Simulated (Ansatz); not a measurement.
# FGaH₃NO···H₂O: what the fields show

```xyz
10

Ga    0.0998    0.4652   -0.4706
O    -0.1503    0.0793    2.4682
H    -1.1161    0.0197    2.3212
O     1.7012   -0.2501   -0.8455
H     1.6247   -1.0913   -1.3319
N    -1.6280   -0.1012   -0.7410
H    -1.7790   -0.8834   -1.3914
H    -2.2813    0.6592   -0.9695
F     0.2063    2.0013    0.3393
H     0.0302    1.0224    2.2115
```

Not at a stationary point (largest force 1.2 eV/Å).

Computed with RKS PBE/def2-SVP in Ansatz.

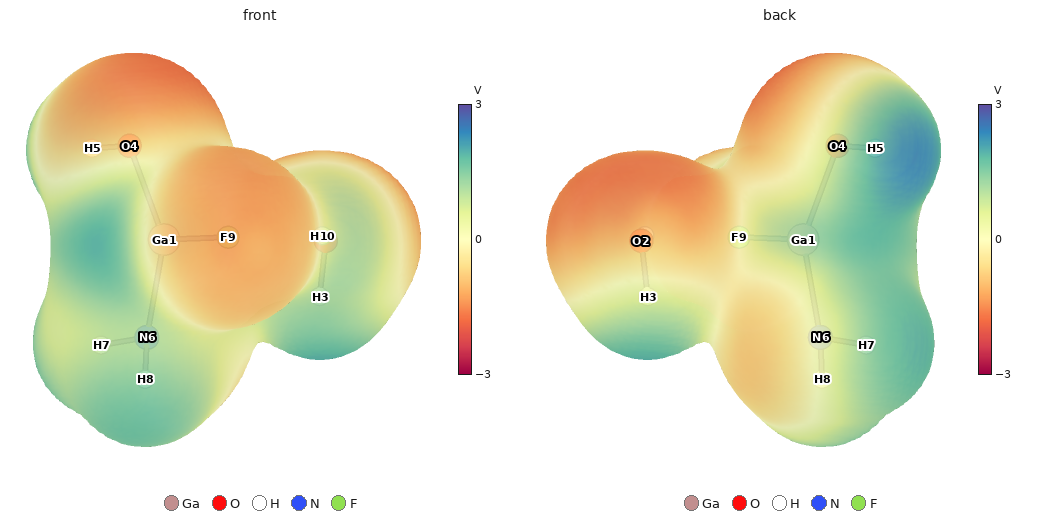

Figure 1. The electrostatic potential painted on the density surface at 0.002 e/bohr³, seen from the front and from behind; the colour scale runs from red (negative) to blue (positive).

Describe the electrostatic potential map.

The most negative region (about −1.7 V) lies over O2 and O4, the most positive (about +2.3 V) over H5.

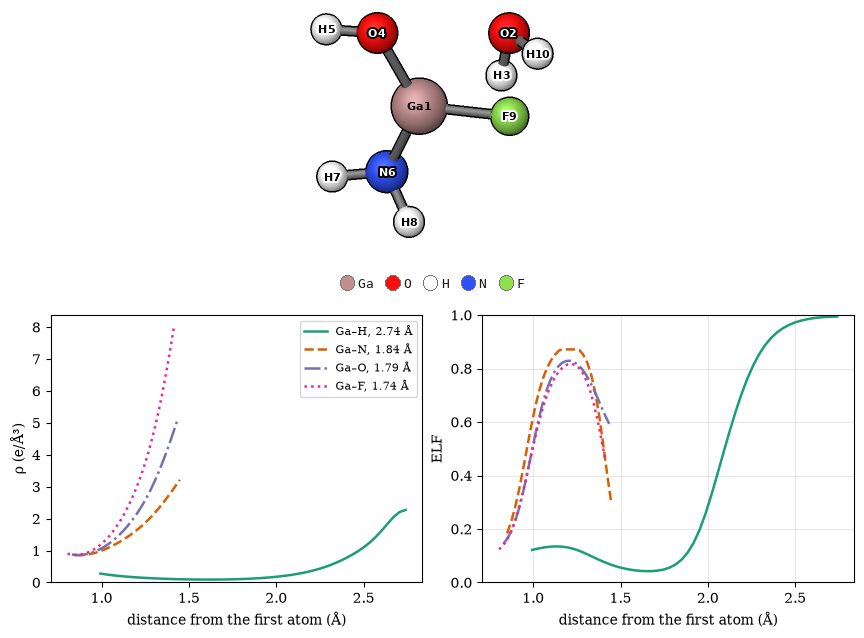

Figure 2. Electron density and electron localisation function along straight lines between neighbouring atoms. The curves leave out the atomic cores. The structure is drawn too.

Compare the contacts.

Ga1···H10 (2.74 Å): the density falls to about 0.09 e/Å³ on the way; the ELF dips to about 0.05 between them.
Ga–N (1.84 Å): ρ is about 0.87 e/Å³ halfway; the ELF peaks at about 0.85 in the valence shell of N, 0.7 Å from its nucleus, and is about 0.35 at the midpoint.
Ga–O (1.79 Å): ρ at the midpoint is about 0.87 e/Å³; the ELF peaks at about 0.85 in the valence shell of O, 0.6 Å from its nucleus, and is about 0.25 at the midpoint.
Ga–F (1.74 Å): ρ is about 0.87 e/Å³ halfway; the ELF peaks at about 0.80 in the valence shell of F, 0.5 Å from its nucleus, and is about 0.20 at the midpoint.

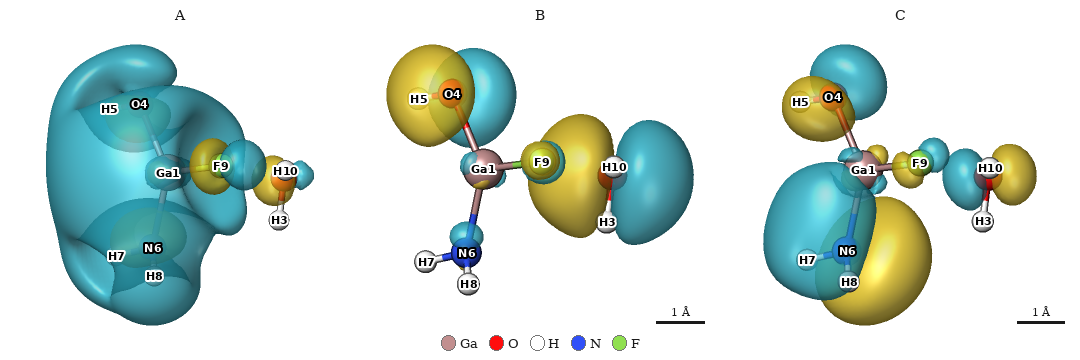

Figure 3. Three frontier orbitals at ±0.06 Å⁻³ᐟ² (yellow and cyan are the two phases), in no order.

Which picture is the HOMO−1, the HOMO and the LUMO?

B is the HOMO−1 (−6.80 eV). It lies mainly on O2 (about 65 %) and O4 (about 20 %). C is the HOMO (−6.22 eV). By Hirshfeld shares it lies mainly on N6 (about 65 %), O4 (about 10 %) and Ga1 (about 10 %); largely a lone pair of N6. A is the LUMO (−1.57 eV). By Hirshfeld shares it lies mainly on Ga1 (about 45 %), N6 (about 15 %), O4 (about 15 %), F9 (about 5 %) and H5 (about 5 %).

What is the HOMO–LUMO gap?

4.65 eV between the orbital energies.
